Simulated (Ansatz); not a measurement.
**CH2NSn (SMILES N#[C][SnH2]): UHF/STO-3G**

What is the electronic atomisation energy of CH2NSn at UHF/STO-3G? 

Program for the calculation: Ansatz 0.2.0.

60 further runs of the same task are left out: 60 set aside as unsound or not needed. Runs told in other sessions of the task aren't counted.

**1. The structure to begin with**

CH2NSn has 5 atoms, charge 0, and is taken as a doublet. SMILES: `N#[C][SnH2]`. The shape is that of a PBE0-D4/def2-TZVP optimisation.

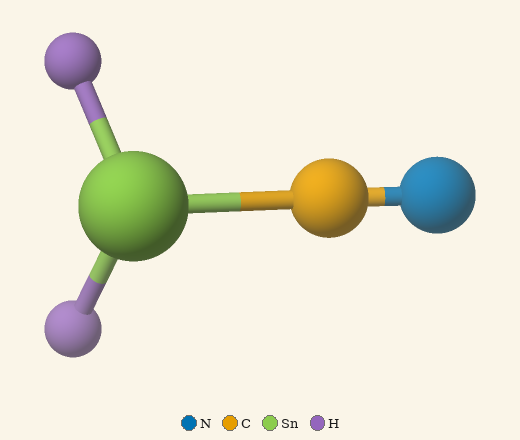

Viewed from a chosen angle; nitrogen blue, carbon amber, tin green, hydrogen purple.

**2. The energy at UHF/STO-3G**

Input file molecule.yaml:

```yaml
basis:
  gaussian:
    orbitals: STO-3G
crystal:
  periodic: [false, false, false]
  atoms:
    - {symbol: N, position_ang: [0.833800, -1.535700, 1.665600]}
    - {symbol: C, position_ang: [0.506000, -0.851500, 0.796000]}
    - {symbol: Sn, position_ang: [0.009600, 0.331100, -0.886300]}
    - {symbol: H, position_ang: [-1.648500, 0.038200, -1.184000]}
    - {symbol: H, position_ang: [0.349000, 1.944400, -0.432600]}
magnetization:
  spin_polarized: true
  initial_magnetization: 1
hamiltonian:
  xc: hf
accuracy: high
output: {orbitals: {seedname: orbitals}}
```

The run is started by

```console
ansatz run molecule.yaml --threads 1 --pin off --max-ram 3480MiB --events-out events.jsonl --progress --plain --runs-dir runs
```

The log of the run:

```text
Warning: RAYON_NUM_THREADS=1 ignored (pool sized by the plan → 1); use --threads N
Functional definition: HF
  name "HF"
  exchange = exact_x
  correlation = 0
719 factors; integrals over basis functions are off by at most 4.8e-9 eV
mean field evaluation 1: about -164777.7056 eV, gradient 2.1e1 eV
mean field evaluation 2: about -164777.7213 eV, gradient 2.1e1 eV
mean field evaluation 4: about -164780.5674 eV, gradient 1.7e0 eV
mean field evaluation 8: about -164780.6296 eV, gradient 2.0e-1 eV
mean field evaluation 16: about -164780.6475 eV, gradient 1.8e-3 eV
mean field evaluation 32: about -164780.3232 eV, gradient 2.4e0 eV
mean field -164780.64749328 eV, -6055.5771030437 hartree, gradient 8.6e-8 eV, S^2 0.855161; 0 other end points of the search recorded, 0 dependent functions left out
reference -164780.64749328 eV, -6055.5771030437 hartree; 33, 32 occupied and 6, 7 virtual orbitals, 719 factors
Total energy: -164780.64749328 eV, -6055.5771030437 hartree
```

Run time: 1.1 s. Hardware: 1 thread of Arm Neoverse V2, shared host; peak memory 0.12 GiB.

**3. The C atom, same level**

Input file run.yaml:

```yaml
basis:
  gaussian:
    orbitals: STO-3G
crystal:
  periodic: [false, false, false]
  atoms:
    - {symbol: C, position_ang: [0.000000, 0.000000, 0.000000]}
magnetization:
  spin_polarized: true
  initial_magnetization: 2
hamiltonian:
  xc: hf
accuracy: high
```

The run is started by

```console
ansatz run run.yaml --threads 1 --pin off --max-ram 3480MiB --events-out events.jsonl --progress --plain --runs-dir runs
```

The log of the run:

```text
Warning: RAYON_NUM_THREADS=1 ignored (pool sized by the plan → 1); use --threads N
Functional definition: HF
  name "HF"
  exchange = exact_x
  correlation = 0
15 factors; integrals over basis functions are off by at most 9.8e-10 eV
mean field evaluation 1: about -1012.2198 eV, gradient 0.0e0 eV
mean field evaluation 2: about -1012.2198 eV, gradient 0.0e0 eV
mean field -1012.21982732 eV, -37.1983925466 hartree, gradient 0.0e0 eV, S^2 2.000000; 2 other end points of the search recorded, 0 dependent functions left out
reference -1012.21982732 eV, -37.1983925466 hartree; 4, 2 occupied and 1, 3 virtual orbitals, 15 factors
Total energy: -1012.21982732 eV, -37.1983925466 hartree
```

Wall time 0.02 s (1 thread of Arm Neoverse V2, shared host).

**4. The H atom at the same level**

Input file run.yaml:

```yaml
crystal:
  periodic: [false, false, false]
  atoms:
    - {symbol: H, position_ang: [0.000000, 0.000000, 0.000000]}
basis:
  gaussian: {orbitals: STO-3G}
magnetization: {spin_polarized: true, initial_magnetization: 1}
hamiltonian: {xc: hf}
accuracy: high
```

Run the same way, it converges to -0.46658 Eh (log not shown).

**5. The N atom, same level**

Input file in.yaml:

```yaml
crystal:
  periodic: [false, false, false]
  atoms:
    - {symbol: N, position_ang: [0.000000, 0.000000, 0.000000]}
basis:
  gaussian:
    orbitals: STO-3G
magnetization:
  spin_polarized: true
  initial_magnetization: 3
hamiltonian:
  xc: hf
accuracy: high
```

The run is started by

```console
ansatz run in.yaml --threads 1 --pin off --max-ram 3480MiB --events-out events.jsonl --progress --plain --runs-dir runs
```

The log of the run:

```text
Warning: RAYON_NUM_THREADS=1 ignored (pool sized by the plan → 1); use --threads N
Functional definition: HF
  name "HF"
  exchange = exact_x
  correlation = 0
15 factors; integrals over basis functions are off by at most 1.1e-9 eV
mean field evaluation 1: about -1461.7687 eV, gradient 1.8e-14 eV
mean field evaluation 2: about -1461.7687 eV, gradient 0.0e0 eV
mean field -1461.76873496 eV, -53.7190101874 hartree, gradient 0.0e0 eV, S^2 3.750000; 0 other end points of the search recorded, 0 dependent functions left out
reference -1461.76873496 eV, -53.7190101874 hartree; 5, 2 occupied and 0, 3 virtual orbitals, 15 factors
Total energy: -1461.76873496 eV, -53.7190101874 hartree
```

Run time: 0.02 s. Hardware: 1 thread of Arm Neoverse V2, shared host.

**6. The Sn atom**

Input file molecule.yaml:

```yaml
crystal:
  periodic: [false, false, false]
  atoms:
    - {symbol: Sn, position_ang: [0.000000, 0.000000, 0.000000]}
basis:
  gaussian: {orbitals: STO-3G}
magnetization: {spin_polarized: true, initial_magnetization: 2}
hamiltonian: {xc: hf}
accuracy: high
```

Run the same way, it converges to -5963.20613 Eh (log not shown).

**7. Outcome**

At UHF/STO-3G:

| quantity | value |
| --- | --- |
| molecule: total energy | -6055.57710 Eh |
| molecule: HOMO energy (highest over α and β) | -6.79 eV |
| molecule: LUMO energy (lowest over α and β) | 3.93 eV |
| molecule: ⟨S²⟩ | 0.855 |
| C atom: total energy | -37.19839 Eh |
| C atom: ⟨S²⟩ | 2.000 |
| H atom: total energy | -0.46658 Eh |
| H atom: ⟨S²⟩ | 0.750 |
| N atom: total energy | -53.71901 Eh |
| N atom: ⟨S²⟩ | 3.750 |
| Sn atom: total energy | -5963.20613 Eh |
| Sn atom: ⟨S²⟩ | 2.000 |
| electronic atomisation energy | 14.161 eV |

Taking the molecule apart into free atoms costs 14.16 eV (327 kcal/mol), before zero-point energy and without spin-orbit coupling. Hartree–Fock lacks the correlation of the bonding pairs, which as a rule makes this value much too low; in minimal bases other errors can mask that. In a minimal basis such a difference can be off by several eV, whatever the method. ⟨S²⟩ (molecule) is 0.86 where a pure doublet has 0.75: the reference is spin-contaminated. Relativity is left out (molecule) although the molecule holds a heavy atom. Relativity is left out (Sn atom) although the molecule holds a heavy atom.
